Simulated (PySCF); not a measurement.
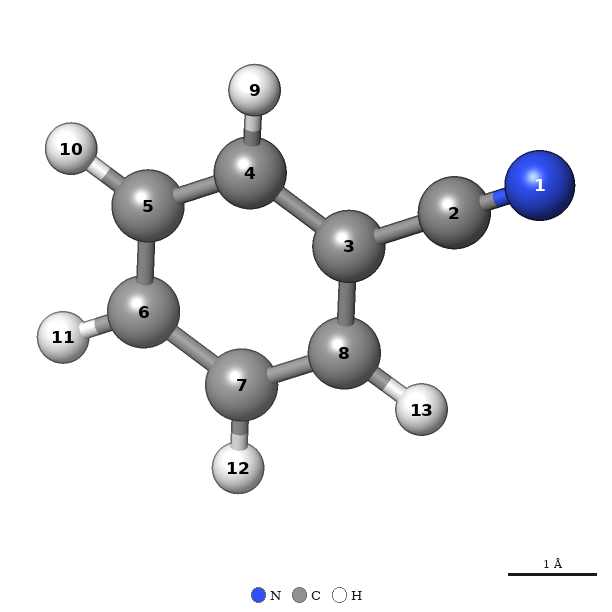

Numbered structure. Computed geometry: PBE0-D3(BJ)/def2-SVP optimisation. No frequency run is at hand to confirm it as a minimum.

Give these bond angles: N1–C2–C3, C2–C3–C4, C4–C3–C8, C5–C6–C7, C5–C6–H11, C4–C5–C6, C6–C5–H10, C4–C5–H10, C3–C4–C5, C3–C4–H9, C5–C4–H9.

```json
{"angle": "N1–C2–C3", "degrees": "180.0"}
{"angle": "C2–C3–C4", "degrees": "119.9"}
{"angle": "C4–C3–C8", "degrees": "120.1"}
{"angle": "C5–C6–C7", "degrees": "120.2"}
{"angle": "C5–C6–H11", "degrees": "119.9"}
{"angle": "C4–C5–C6", "degrees": "120.2"}
{"angle": "C6–C5–H10", "degrees": "120.1"}
{"angle": "C4–C5–H10", "degrees": "119.7"}
{"angle": "C3–C4–C5", "degrees": "119.7"}
{"angle": "C3–C4–H9", "degrees": "119.6"}
{"angle": "C5–C4–H9", "degrees": "120.8"}
```
